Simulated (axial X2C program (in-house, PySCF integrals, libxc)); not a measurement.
# MoCl⁻: properties at the nuclei

Wanted for MoCl⁻: properties at the nuclei, at the two-component level.

Computed with an in-house X2C program for linear molecules on PySCF integrals. Level: two-component X2C with atomic mean-field terms, Mo dyall-acv3z, Cl dyall-av3z.

All values are calculated.

### 1 The job

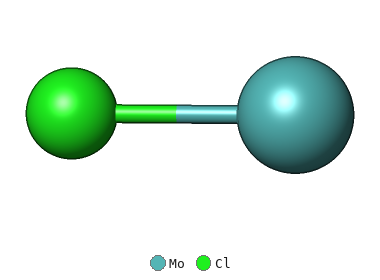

The two atoms at 2.370 Å (molybdenum teal, chlorine green).

The input, task.json:

```json
{"zs": [42, 17], "q": -1, "bas": ["dyall-acv3z", "dyall-av3z"], "r0": 2.37, "levels": ["PBE0", "HF", "LDA", "BHandHLYP", "B3LYP"], "nst": 3}
```

Keys: zs atomic numbers; q charge; bas basis sets; r0 starting distance in Å; levels methods (HF also brings MP2); nst determinants followed.

On the command line:

```
python soeom.py task.json out
```

Further steps of the session: Expectation values, lowest determinant; Expectation values, a higher determinant; Expectation values, a higher determinant.

Before running it: what results should come out? Wanted: lowest determinant; Eeff magnitude; Ws magnitude Mo; A∥/gI Mo; qzz Mo; higher determinant (for each run or level that gives them).

As calculated:

| quantity | value |
| --- | --- |
| lowest determinant | Ω = 3 (excess of +ω over −ω: ω = 1/2, ω = 5/2) |
| Eeff magnitude (GV/cm), PBE0 | 1.54 |
| Ws magnitude Mo (kHz), PBE0 | 0.311 |
| A∥/gI Mo (MHz), PBE0 | 369 |
| qzz Mo (a.u.), PBE0 | -1.83 |
| higher determinant | Ω = 2 (excess of +ω over −ω: ω = -1/2, ω = 5/2) |
| Eeff magnitude (GV/cm), PBE0, higher determinant | 2.89 |
| Ws magnitude Mo (kHz), PBE0, higher determinant | 0.668 |
| A∥/gI Mo (MHz), PBE0, higher determinant | -150 |
| qzz Mo (a.u.), PBE0, higher determinant | -0.50 |
| higher determinant | Ω = 4 (excess of +ω over −ω: ω = 3/2, ω = 5/2) |
| Eeff magnitude (GV/cm), PBE0, higher determinant | 0.79 |
| Ws magnitude Mo (kHz), PBE0, higher determinant | 0.07 |
| A∥/gI Mo (MHz), PBE0, higher determinant | 195 |
| qzz Mo (a.u.), PBE0, higher determinant | 0.23 |

**Reading.** In the first state, the effective field runs from 0.972 to 1.73 GV/cm over the mean-field levels. The expectation values come from single determinants, which for open shells can mix terms of unlike spin or miss the lowest Ω, so a determinant need not be a state. Eeff is the effective electric field on the electron dipole moment in this Ω state and Ws the scalar–pseudoscalar constant (defined with the proton number Z and per Ω); A∥ is the parallel hyperfine constant, which follows by multiplying with the nuclear g factor gI = μI/(I μN); qzz is the electric field gradient, eQq0 = 234.96 MHz × Q/barn × qzz. The operators were transformed with the bare-nucleus X2C matrices.
